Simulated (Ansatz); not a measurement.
## CH₅F₃Ge: geometry relaxation (part 2 of 2)

CH₅F₃Ge; RKS B3LYP/def2-SVP (Ansatz 0.2.0). It belongs to a series of runs on one base structure; here: end point A relaxed.

Geometry of the input (Å):
```
Ge -0.9638  0.3688  0.0841
C  0.4121  -0.6339  -0.8645
F  -2.4425  0.4454  -0.8060
F  -1.3983  -0.3045  1.6119
F  -0.5540  2.0155  0.4027
H  1.5556  0.0268  1.1189
H  1.4149  0.5385  1.5773
H  0.7325  -1.4770  -0.2393
H  -0.0137  -1.0108  -1.8050
H  1.2572  0.0309  -1.0802
```

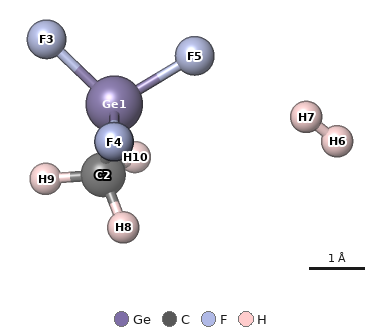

*The geometry at step 16 of the log (ball-and-stick view, seen at a tilt; atoms are numbered from 1 in the order of the input).*

Trajectory as extended XYZ, continued:
```
10
Properties=species:S:1:pos:R:3:forces:R:3 step=7 energy=-65776.97204
Ge   -1.0381    0.2821    0.0038    0.1710  -0.1470  -0.1256
C     0.2632   -0.7250   -1.0131   -0.0743   0.1225   0.1471
F    -2.4642    0.6384   -0.8957   -0.0959   0.0341  -0.0364
F    -1.5778   -0.5272    1.4269   -0.0388  -0.0204   0.0532
F    -0.4396    1.8111    0.5387    0.0268   0.0846   0.0516
H     2.1030    0.3332    1.8489    0.0316  -0.0303   0.0180
H     1.6390    0.9101    1.6801   -0.0228   0.0473  -0.0088
H     0.5933   -1.5813   -0.4125    0.0046  -0.0720   0.0005
H    -0.1999   -1.0646   -1.9462   -0.0291  -0.0573  -0.0746
H     1.1211   -0.0770   -1.2311    0.0269   0.0384  -0.0249
10
Properties=species:S:1:pos:R:3:forces:R:3 step=8 energy=-65776.95984 accepted=F
Ge   -1.0337    0.2733   -0.0021   -0.1208   0.0870   0.1702
C     0.2690   -0.7253   -1.0052    0.0185  -0.2926  -0.3772
F    -2.4568    0.6760   -0.8950    0.0548  -0.0255  -0.0276
F    -1.6125   -0.5434    1.4057    0.0218  -0.0223  -0.0456
F    -0.4346    1.7897    0.5808    0.0246  -0.0370  -0.0378
H     2.1154    0.3648    1.8602    0.0178  -0.0017   0.0098
H     1.6547    0.9422    1.6798   -0.0079   0.0137   0.0011
H     0.5799   -1.6186   -0.4322    0.1179   0.3560   0.0283
H    -0.2009   -1.0980   -1.9350    0.0547   0.2289   0.1235
H     1.1196   -0.0608   -1.2569   -0.1814  -0.3066   0.1553
10
Properties=species:S:1:pos:R:3:forces:R:3 step=9 energy=-65776.97459
Ge   -1.0370    0.2763    0.0006    0.0285  -0.0222  -0.0144
C     0.2595   -0.7286   -1.0145   -0.0285   0.0073   0.0074
F    -2.4613    0.6549   -0.8981   -0.0093   0.0094  -0.0041
F    -1.5928   -0.5388    1.4166   -0.0114  -0.0037   0.0008
F    -0.4311    1.7987    0.5557    0.0036   0.0029   0.0102
H     2.1118    0.3510    1.8617    0.0046   0.0091   0.0064
H     1.6496    0.9286    1.6838    0.0042   0.0046   0.0025
H     0.5911   -1.5899   -0.4187    0.0066  -0.0001  -0.0022
H    -0.2054   -1.0742   -1.9479    0.0005  -0.0035  -0.0024
H     1.1157   -0.0782   -1.2393    0.0011  -0.0039  -0.0043
10
Properties=species:S:1:pos:R:3:forces:R:3 step=10 energy=-65776.97753
Ge   -1.0437    0.2613   -0.0054   -0.0051   0.0230   0.0152
C     0.2428   -0.7463   -1.0293   -0.0142  -0.0048  -0.0164
F    -2.4475    0.7009   -0.9111    0.0288  -0.0059   0.0163
F    -1.6380   -0.5760    1.3828   -0.0002   0.0068  -0.0242
F    -0.4076    1.7542    0.5986   -0.0155  -0.0268  -0.0086
H     2.1628    0.4216    1.9058    0.0218  -0.0002   0.0116
H     1.6847    0.9823    1.7179   -0.0135   0.0050  -0.0052
H     0.5784   -1.6093   -0.4376    0.0068   0.0151   0.0013
H    -0.2297   -1.0925   -1.9591    0.0021   0.0049   0.0057
H     1.0978   -0.0963   -1.2627   -0.0111  -0.0172   0.0043
10
Properties=species:S:1:pos:R:3:forces:R:3 step=11 energy=-65776.97823
Ge   -1.0512    0.2511   -0.0124   -0.0601   0.0390   0.0284
C     0.2255   -0.7608   -1.0424    0.0092  -0.0091  -0.0254
F    -2.4316    0.7450   -0.9278    0.0519  -0.0141   0.0314
F    -1.6851   -0.6080    1.3454    0.0116   0.0228  -0.0397
F    -0.3934    1.7158    0.6390   -0.0164  -0.0598  -0.0185
H     2.2560    0.5151    1.9661   -0.2796   0.2371  -0.1151
H     1.6887    0.9854    1.7353    0.2878  -0.2270   0.1210
H     0.5714   -1.6184   -0.4483    0.0029   0.0223  -0.0006
H    -0.2559   -1.1158   -1.9647    0.0040   0.0117   0.0175
H     1.0757   -0.1096   -1.2904   -0.0114  -0.0230   0.0011
10
Properties=species:S:1:pos:R:3:forces:R:3 step=12 energy=-65776.98215
Ge   -1.0635    0.2364   -0.0200   -0.0561   0.0732   0.0385
C     0.2086   -0.7761   -1.0556   -0.0018  -0.0088  -0.0214
F    -2.4215    0.7803   -0.9423    0.0755  -0.0291   0.0503
F    -1.7323   -0.6406    1.3103    0.0200   0.0330  -0.0571
F    -0.3833    1.6724    0.6737   -0.0340  -0.0792  -0.0307
H     2.3120    0.5819    2.0059   -0.0731   0.0729  -0.0313
H     1.7434    1.0373    1.7749    0.0758  -0.0683   0.0335
H     0.5500   -1.6382   -0.4658    0.0063   0.0173   0.0017
H    -0.2758   -1.1246   -1.9787    0.0030   0.0071   0.0103
H     1.0623   -0.1289   -1.3024   -0.0155  -0.0180   0.0063
10
Properties=species:S:1:pos:R:3:forces:R:3 step=13 energy=-65776.98394
Ge   -1.0723    0.2217   -0.0262   -0.0871   0.0933   0.0571
C     0.1896   -0.7950   -1.0694    0.0001  -0.0077  -0.0185
F    -2.3998    0.8297   -0.9552    0.1062  -0.0432   0.0746
F    -1.7875   -0.6776    1.2657    0.0346   0.0545  -0.0764
F    -0.3649    1.6177    0.7233   -0.0562  -0.1082  -0.0513
H     2.3899    0.6851    2.0442   -0.1181   0.0820  -0.0448
H     1.7704    1.0688    1.8096    0.1218  -0.0780   0.0466
H     0.5275   -1.6613   -0.4838    0.0038   0.0133   0.0026
H    -0.2995   -1.1365   -1.9925    0.0021   0.0053   0.0095
H     1.0467   -0.1527   -1.3158   -0.0071  -0.0112   0.0006
10
Properties=species:S:1:pos:R:3:forces:R:3 step=14 energy=-65776.98562
Ge   -1.0807    0.2096   -0.0302   -0.0794   0.0881   0.0546
C     0.1754   -0.8089   -1.0788   -0.0018  -0.0022  -0.0045
F    -2.3807    0.8668   -0.9639    0.0974  -0.0433   0.0714
F    -1.8335   -0.7051    1.2290    0.0367   0.0545  -0.0722
F    -0.3559    1.5719    0.7630   -0.0560  -0.1011  -0.0524
H     2.4443    0.7611    2.0720   -0.0883   0.0537  -0.0341
H     1.8018    1.0976    1.8307    0.0909  -0.0506   0.0354
H     0.5085   -1.6790   -0.4965    0.0022   0.0040   0.0002
H    -0.3157   -1.1429   -2.0034    0.0008  -0.0010   0.0050
H     1.0365   -0.1712   -1.3219   -0.0024  -0.0023  -0.0035
10
Properties=species:S:1:pos:R:3:forces:R:3 step=15 energy=-65776.98708
Ge   -1.0902    0.1950   -0.0349   -0.0752   0.0870   0.0607
C     0.1587   -0.8259   -1.0899   -0.0033   0.0048   0.0077
F    -2.3540    0.9141   -0.9727    0.0953  -0.0488   0.0734
F    -1.8907   -0.7366    1.1822    0.0443   0.0610  -0.0763
F    -0.3457    1.5133    0.8127   -0.0606  -0.1011  -0.0589
H     2.5067    0.8479    2.0964   -0.0780   0.0415  -0.0261
H     1.8393    1.1378    1.8641    0.0791  -0.0401   0.0261
H     0.4899   -1.6986   -0.5105   -0.0001  -0.0028  -0.0002
H    -0.3363   -1.1548   -2.0139   -0.0015  -0.0065  -0.0006
H     1.0224   -0.1922   -1.3336    0.0000   0.0049  -0.0058
10
Properties=species:S:1:pos:R:3:forces:R:3 step=16 energy=-65776.98763
Ge   -1.0953    0.1869   -0.0362   -0.0820   0.0816   0.0598
C     0.1498   -0.8351   -1.0944   -0.0022   0.0069   0.0101
F    -2.3321    0.9480   -0.9766    0.0914  -0.0513   0.0713
F    -1.9299   -0.7545    1.1501    0.0489   0.0621  -0.0759
F    -0.3406    1.4741    0.8492   -0.0555  -0.0992  -0.0604
H     2.5469    0.9212    2.1162   -0.1708   0.0507  -0.0641
H     1.8543    1.1340    1.8655    0.1720  -0.0463   0.0655
H     0.4830   -1.7073   -0.5153    0.0013  -0.0022   0.0000
H    -0.3486   -1.1655   -2.0161   -0.0023  -0.0056  -0.0008
H     1.0127   -0.2019   -1.3424   -0.0008   0.0032  -0.0055
10
Properties=species:S:1:pos:R:3:forces:R:3 step=17 energy=-65776.98870
Ge   -1.0963    0.1833   -0.0360   -0.0599   0.0657   0.0485
C     0.1474   -0.8388   -1.0954   -0.0052   0.0046   0.0054
F    -2.3221    0.9610   -0.9756    0.0715  -0.0413   0.0553
F    -1.9433   -0.7607    1.1383    0.0370   0.0469  -0.0587
F    -0.3367    1.4568    0.8632   -0.0465  -0.0738  -0.0472
H     2.5518    0.9332    2.1109   -0.0620   0.0211  -0.0218
H     1.8602    1.1508    1.8725    0.0649  -0.0188   0.0234
H     0.4802   -1.7119   -0.5174    0.0020  -0.0005   0.0001
H    -0.3518   -1.1680   -2.0171   -0.0005  -0.0056  -0.0005
H     1.0106   -0.2059   -1.3435   -0.0014   0.0017  -0.0044
10
Properties=species:S:1:pos:R:3:forces:R:3 step=18 energy=-65776.98986
Ge   -1.1037    0.1756   -0.0390   -0.0175   0.0252   0.0187
C     0.1385   -0.8464   -1.0998   -0.0025   0.0011   0.0009
F    -2.3029    0.9877   -0.9798    0.0233  -0.0125   0.0177
F    -1.9802   -0.7753    1.1052    0.0112   0.0151  -0.0204
F    -0.3392    1.4196    0.8925   -0.0145  -0.0289  -0.0161
H     2.5855    0.9740    2.1235    0.0202  -0.0027   0.0063
H     1.8898    1.1741    1.8902   -0.0215   0.0039  -0.0067
H     0.4792   -1.7147   -0.5190    0.0033   0.0029  -0.0002
H    -0.3639   -1.1841   -2.0168   -0.0001  -0.0023   0.0033
H     0.9970   -0.2105   -1.3571   -0.0020  -0.0019  -0.0036
10
Properties=species:S:1:pos:R:3:forces:R:3 step=19 energy=-65776.99090
Ge   -1.1080    0.1650   -0.0407   -0.0206   0.0224   0.0175
C     0.1268   -0.8591   -1.1073    0.0022  -0.0042  -0.0121
F    -2.2653    1.0386   -0.9795    0.0307  -0.0201   0.0274
F    -2.0323   -0.7962    1.0567    0.0153   0.0234  -0.0252
F    -0.3272    1.3576    0.9432   -0.0219  -0.0251  -0.0174
H     2.6214    1.0415    2.1352   -0.0131   0.0065  -0.0030
H     1.9110    1.2028    1.9129    0.0134  -0.0066   0.0026
H     0.4853   -1.7168   -0.5211    0.0002   0.0099  -0.0027
H    -0.3871   -1.2141   -2.0118    0.0053   0.0007   0.0114
H     0.9755   -0.2193   -1.3878   -0.0115  -0.0069   0.0016
10
Properties=species:S:1:pos:R:3:forces:R:3 step=20 energy=-65776.98880 accepted=F
Ge   -1.1164    0.1471   -0.0439   -0.1201   0.1268   0.1060
C     0.1059   -0.8805   -1.1202    0.0453  -0.0264  -0.0535
F    -2.1911    1.1337   -0.9789    0.1316  -0.1185   0.1322
F    -2.1330   -0.8308    0.9611    0.1062   0.1257  -0.1087
F    -0.3129    1.2428    1.0397   -0.1153  -0.1380  -0.1306
H     2.6898    1.1739    2.1608   -0.2934   0.0209  -0.0835
H     1.9519    1.2329    1.9482    0.2920  -0.0200   0.0823
H     0.5097   -1.7083   -0.5174   -0.0200   0.0516  -0.0360
H    -0.4314   -1.2823   -1.9935    0.0371   0.0271   0.0663
H     0.9277   -0.2286   -1.4560   -0.0634  -0.0492   0.0254
10
Properties=species:S:1:pos:R:3:forces:R:3 step=21 energy=-65776.99166
Ge   -1.1092    0.1588   -0.0414    0.0431  -0.0442  -0.0422
C     0.1175   -0.8680   -1.1141    0.0216  -0.0137  -0.0265
F    -2.2226    1.0874   -0.9748   -0.0330   0.0310  -0.0240
F    -2.0776   -0.8078    1.0079   -0.0307  -0.0227   0.0294
F    -0.3180    1.2995    0.9892    0.0188   0.0365   0.0365
H     2.6453    1.0993    2.1513   -0.1208   0.0191  -0.0373
H     1.9226    1.2107    1.9266    0.1235  -0.0186   0.0382
H     0.5129   -1.7002   -0.5131   -0.0102   0.0325  -0.0267
H    -0.4147   -1.2618   -1.9929    0.0272   0.0122   0.0406
H     0.9438   -0.2179   -1.4389   -0.0394  -0.0322   0.0121
10
Properties=species:S:1:pos:R:3:forces:R:3 step=22 energy=-65776.99210
Ge   -1.1147    0.1507   -0.0460   -0.0398   0.0371   0.0291
C     0.1060   -0.8779   -1.1230    0.0577  -0.0368  -0.0557
F    -2.1872    1.1352   -0.9769    0.0423  -0.0361   0.0435
F    -2.1301   -0.8223    0.9577    0.0338   0.0428  -0.0350
F    -0.3152    1.2443    1.0346   -0.0347  -0.0474  -0.0408
H     2.6813    1.1590    2.1789   -0.1283   0.0091  -0.0419
H     1.9540    1.2235    1.9502    0.1258  -0.0080   0.0411
H     0.5419   -1.6811   -0.5077   -0.0321   0.0686  -0.0569
H    -0.4419   -1.3145   -1.9737    0.0537   0.0377   0.0829
H     0.9060   -0.2171   -1.4943   -0.0783  -0.0669   0.0338
10
Properties=species:S:1:pos:R:3:forces:R:3 step=23 energy=-65776.99291
Ge   -1.1128    0.1525   -0.0452   -0.0076   0.0084   0.0065
C     0.1086   -0.8761   -1.1215    0.0238  -0.0168  -0.0281
F    -2.1893    1.1310   -0.9750    0.0143  -0.0110   0.0152
F    -2.1227   -0.8177    0.9644    0.0088   0.0152  -0.0122
F    -0.3135    1.2504    1.0287   -0.0129  -0.0153  -0.0103
H     2.6711    1.1487    2.1705   -0.0375   0.0013  -0.0116
H     1.9450    1.2177    1.9486    0.0375  -0.0003   0.0113
H     0.5447   -1.6780   -0.5074   -0.0139   0.0327  -0.0243
H    -0.4381   -1.3126   -1.9708    0.0247   0.0157   0.0383
H     0.9070   -0.2161   -1.4925   -0.0373  -0.0299   0.0151
10
Properties=species:S:1:pos:R:3:forces:R:3 step=24 energy=-65776.99337
Ge   -1.1127    0.1512   -0.0458   -0.0143   0.0084   0.0116
C     0.1088   -0.8767   -1.1218    0.0001   0.0006   0.0042
F    -2.1768    1.1444   -0.9732    0.0043  -0.0008  -0.0043
F    -2.1369   -0.8171    0.9500    0.0018  -0.0045  -0.0045
F    -0.3166    1.2357    1.0429    0.0057  -0.0035  -0.0022
H     2.6725    1.1470    2.1689    0.0000   0.0000  -0.0006
H     1.9477    1.2230    1.9489    0.0001   0.0002   0.0005
H     0.5633   -1.6621   -0.5020    0.0027   0.0018   0.0005
H    -0.4415   -1.3334   -1.9562    0.0008  -0.0006  -0.0004
H     0.8922   -0.2120   -1.5117   -0.0011  -0.0016  -0.0048
```

Results in brief:

- outcome: converged
- total energy: −65776.9936 eV
- mean-field energy: −65776.9936 eV
- largest force (length of the vector) at the end: 0.020 eV/Å
- hardware: 2 threads of Intel Xeon (Sapphire Rapids), 16 GiB of memory available, shared host
- wall time: 56 s (CPU time 1.8 min)
- peak memory: 0.29 GiB
